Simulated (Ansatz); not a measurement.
```
Y Sc Au
1.0
     3.68788    0.00000    0.00000
    -1.84394    3.19379    0.00000
     0.00000    0.00000    9.57250
Y Sc Au
2 1 1
Cartesian
  0.0000 2.1292 2.0729
  1.8440 1.0646 7.4996
  0.0000 0.0000 4.7862
  0.0000 0.0000 0.0000
```

Space group P-3m1; started from the LiVS2_164 prototype, which need not be the ambient phase.

These are results of DFT PBE, scalar-relativistic, plane waves, PAW in Ansatz 0.2.0, not measurements.

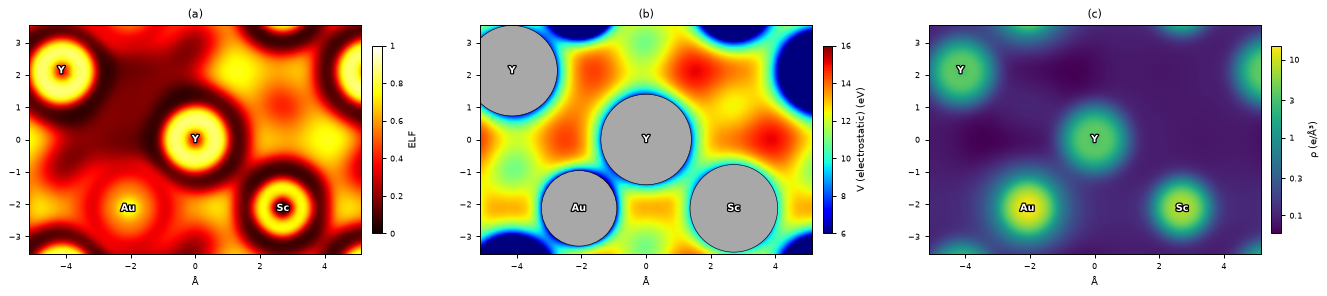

Y2ScAu. (a) electron localisation function; (b) electrostatic potential energy of an electron; (c) valence pseudo-density on the (110) plane of the conventional cell. Grey discs cover the atomic cores in the potential map.

Core electrons are frozen (PAW), and the valence fields are smoothed inside the atomic spheres.

What does the map show?

Answer. Atoms in the plane: Y, Sc and Au.
Y–Au (2.97 Å): the density is about 0.23 e/Å³ at the midpoint; the ELF is about 0.25 at the midpoint: no localised pair shows between them.
Y–Sc (3.45 Å): ρ at the midpoint is about 0.1 e/Å³; the ELF is about 0.20 at the midpoint (no localised pair shows between them).
Between the atoms the lowest density in this plane is 0.06 e/Å³.
The ELF has a maximum of about 0.75 in the space between the atoms, 2.5 Å from six Sc and Y atoms, on no atom or two-centre bond.
The features right at Y, Sc and Au lie inside the PAW spheres, where the map follows smoothed inner orbitals and isn't to be read closely.
Outside the cores the potential energy rises away from the atoms and is highest about 2.4 Å from the nearest atoms; its zero is arbitrary.
